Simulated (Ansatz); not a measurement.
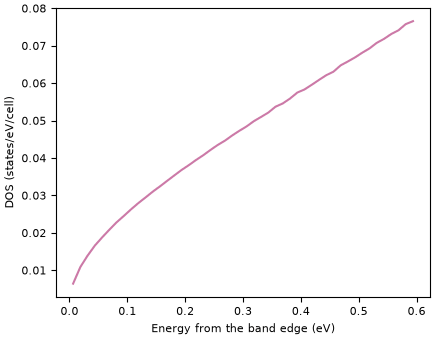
Fig. 1. Density of states of SiC (F-43m) above the conduction band minimum, r2SCAN with spin-orbit coupling, rigid bands (Ansatz, a first-principles code); cell volume 20.7 Å³.

Problem. What effective density of states at 300 K does this give (∫ g(E) exp(−E/k_BT) dE, both spins, divided by the cell's size)?

Solution. 1.5e19 cm⁻³, a density-of-states mass of 0.69 mₑ, valleys and band degeneracy included.

Geometry: cell and atoms relaxed with r2SCAN.
